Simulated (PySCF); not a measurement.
## C3H5O2 (charge +1): NMR shielding calculation

C3H5O2, charge +1, computed with GIAO PBE0/pcSseg-1 NMR shielding, non-relativistic, gas phase (PySCF 2.14.0).

The geometry comes from this level: GFN2-xTB. It belongs to a series of runs on one base structure; here: H on C replaced by OCH3. Figures and captions count atoms from 1; the log counts them from 0 in places.

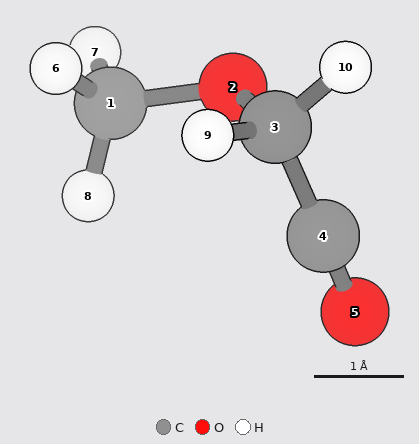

Fig. 1: The structure as given in the input (ball-and-stick view, seen at a tilt; atoms are numbered from 1 in the order of the input). Bond lengths as drawn: C–C 1.42 Å, C–H 1.09 to 1.10 Å and C–O 1.12 to 1.42 Å.

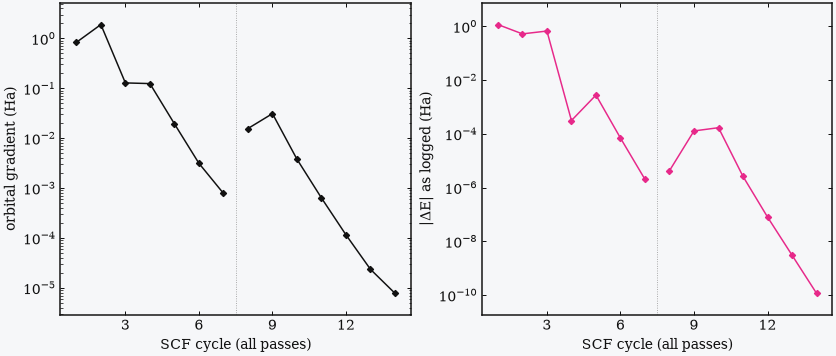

Fig. 2: Convergence of the self-consistent field: orbital gradient and size of the energy change against the SCF cycle. The dotted line marks the change from a coarse to the final integration grid. The first 7 cycles use a coarse grid, the final grid takes over at cycle 8, and the field converges after 14 cycles in all.

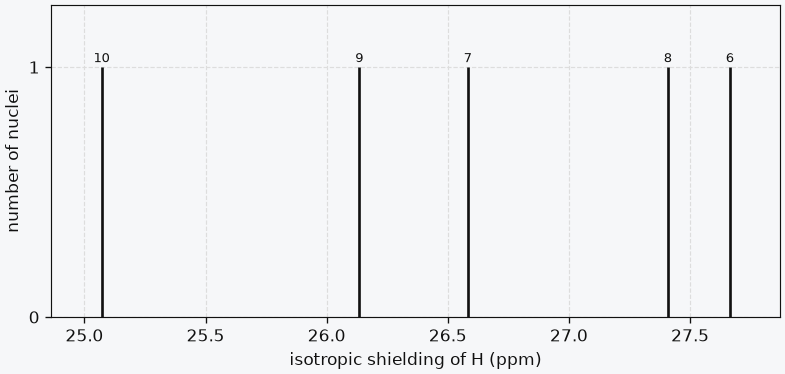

Fig. 3: Isotropic shieldings of the hydrogen nuclei in this fixed geometry, labelled by atom number; shielding grows to the right, so chemical shift grows to the left. The least shielded is H10 (25.1 ppm), the most shielded H6 (27.7 ppm).

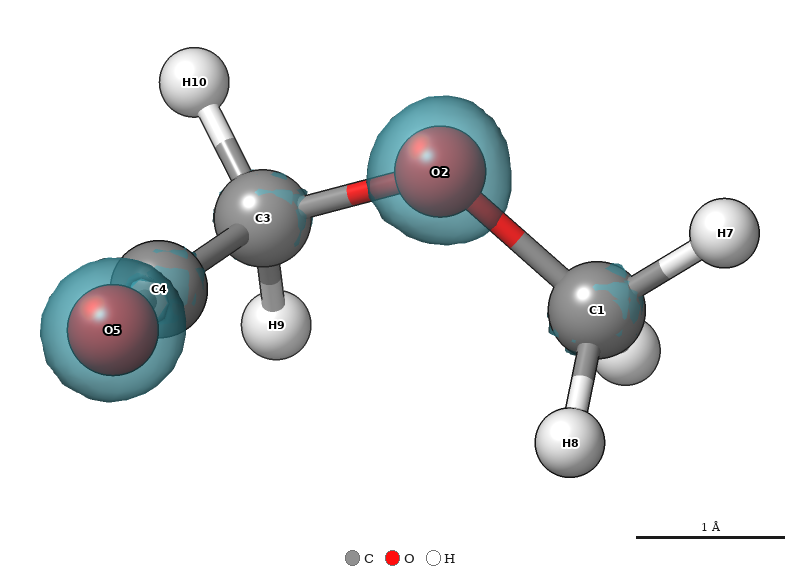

Fig. 4: Isosurface of the total electron density at 3 e/Å³ (cyan), seen at an oblique angle. At this value the surface falls into four separate pieces. It is pinched off along the C–C (1.42 Å) and C–H (1.09 Å) contacts. On the grid the lowest density along these lines, outside the cores, is 3.6 e/Å³ (C–O, 1.12 Å), 1.9 e/Å³ (C–C, 1.42 Å) and 1.9 e/Å³ (C–H, 1.09 Å).

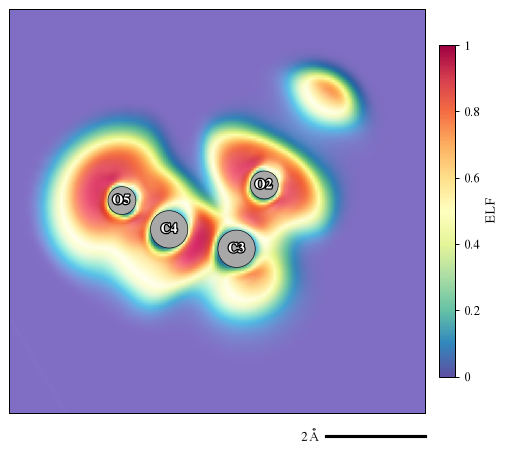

Fig. 5: Electron localisation function on the plane of atoms O2, C3 and C4. Grey discs, where drawn, cover atomic cores. The section cuts through O and C sites. C–O (1.12 Å): the ELF peaks at about 0.85 between the atoms (a double or triple bond).

These pictures come from the run below.

### The input
```
{"job": {"kind": "nmr", "xc": "PBE0", "basis": "pcSseg-1"}, "charge": 1, "multiplicity": 1}
C     -1.335911    -0.347761     0.038862
O     -0.178848    -0.116045    -0.752852
C      0.824645     0.701471    -0.204261
C      1.684006    -0.336045     0.236833
O      2.165468    -1.325063     0.435423
H     -1.763711     0.590827     0.398391
H     -2.037535    -0.835476    -0.638160
H     -1.138097    -1.016271     0.880419
H      0.489104     1.392025     0.587368
H      1.299759     1.296992    -1.004550
```

The first line tells a small driver script what to run in PySCF; the rest is the geometry in Å.

Command:
```bash
OMP_NUM_THREADS=1 python <driver script> task.json out
```

### What the program printed
```
coarse grid: 8536 points
cycle   1  E = -266.8911337969  dE =  1.166e+00  |g| = 8.322e-01  |ddm| = 2.703e+00
cycle   2  E = -266.3662717152  dE =  5.249e-01  |g| = 1.894e+00  |ddm| = 1.564e+00
cycle   3  E = -267.0353382652  dE = -6.691e-01  |g| = 1.282e-01  |ddm| = 1.040e+00
cycle   4  E = -267.0356504533  dE = -3.122e-04  |g| = 1.243e-01  |ddm| = 1.467e-01
cycle   5  E = -267.0384180020  dE = -2.768e-03  |g| = 1.944e-02  |ddm| = 7.695e-02
cycle   6  E = -267.0384876560  dE = -6.965e-05  |g| = 3.139e-03  |ddm| = 1.482e-02
cycle   7  E = -267.0384896785  dE = -2.022e-06  |g| = 7.848e-04  |ddm| = 2.494e-03
final grid: 82904 points
cycle   8  E = -267.0904820506  dE =  4.243e-06  |g| = 1.561e-02  |ddm| = 1.750e-02
cycle   9  E = -267.0903539729  dE =  1.281e-04  |g| = 3.105e-02  |ddm| = 2.096e-02
cycle  10  E = -267.0905229246  dE = -1.690e-04  |g| = 3.792e-03  |ddm| = 1.465e-02
cycle  11  E = -267.0905255199  dE = -2.595e-06  |g| = 6.331e-04  |ddm| = 1.924e-03
cycle  12  E = -267.0905255997  dE = -7.987e-08  |g| = 1.154e-04  |ddm| = 5.342e-04
cycle  13  E = -267.0905256028  dE = -3.042e-09  |g| = 2.351e-05  |ddm| = 1.007e-04
cycle  14  E = -267.0905256029  dE = -1.156e-10  |g| = 7.771e-06  |ddm| = 2.098e-05
converged SCF energy = -267.0905256029

GIAO shielding tensors (ppm)
atom      isotropic    diamagn.    paramagn.     s11        s22        s33       span
  0 C      118.502     248.005    -129.503     77.021     94.108    184.378    107.358
  1 O      282.165     395.091    -112.926    215.220    305.943    325.331    110.111
  2 C      125.256     248.639    -123.383     99.326    108.343    168.099     68.773
  3 C       25.318     263.342    -238.024   -100.218    -75.003    251.176    351.394
  4 O      -46.220     395.998    -442.218   -244.430   -128.335    234.106    478.536
  5 H       27.664      29.089      -1.425     24.257     25.232     33.503      9.245
  6 H       26.582      27.847      -1.265     22.915     24.056     32.775      9.860
  7 H       27.408      30.253      -2.845     24.196     25.367     32.661      8.465
  8 H       26.135      27.036      -0.902     23.429     24.331     30.644      7.215
  9 H       25.071      24.674       0.397     21.283     23.121     30.809      9.526
```

### Results in brief

| quantity | value |
| --- | --- |
| outcome | converged |
| total energy | −267.090526 hartree |
| HOMO | −14.20 eV |
| LUMO | −8.24 eV |
| isotropic shielding, C | 25.3 to 125.3 ppm |
| isotropic shielding, O | −46.2 to 282.2 ppm |
| isotropic shielding, H | 25.1 to 27.7 ppm |
| hardware | 1 CPU thread, shared host |
| wall time | 16 s |
| peak memory | 0.5 GiB |
